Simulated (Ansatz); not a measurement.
System: C3H7F2NSi (SMILES CC1(F)N[SiH2]C1F).

```xyz
14

C     0.5003   -1.7512    0.4660
C    -0.0707   -0.3534    0.3933
F    -0.5605   -0.0546    1.7521
N    -1.0873   -0.0963   -0.5797
Si   -0.7086    1.6512   -0.8382
C     0.8567    0.8419    0.0066
F     1.5052    1.4662    1.1051
H     1.2818   -1.7936    1.2292
H    -0.2836   -2.4652    0.7388
H     0.9215   -2.0398   -0.5012
H    -1.8764   -0.7089   -0.7144
H    -0.6464    2.0727   -2.2782
H    -1.4683    2.6689   -0.0412
H     1.6234    0.5331   -0.7096
```

Theory: RKS B3LYP-D4/6-31G (Ansatz).

What will maps of the electron density and electron localisation function show?

Si–N (1.81 Å): ρ at the midpoint is about 0.81 e/Å³; the ELF peaks at about 0.90 between the atoms (a shared but strongly polarised pair).
C–Si (1.95 Å): ρ is about 0.76 e/Å³ halfway; the ELF peaks at about 0.95 between the atoms, as expected for localised, covalent bonding.
N–H (1.01 Å): ρ at the midpoint is about 2.7 e/Å³; the ELF climbs to about 1 towards the hydrogen, as it does in any bond to H; an ordinary covalent bond to hydrogen.

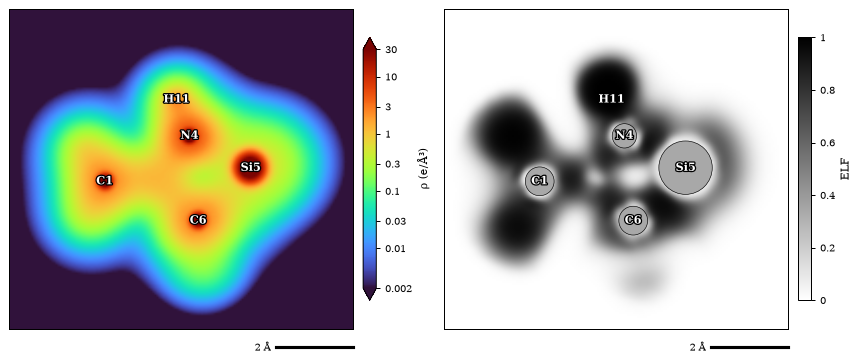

Computed electron density and electron localisation function on the plane of atoms Si5, N4 and H11, in this order. Grey discs cover the atomic cores in the ELF map. 
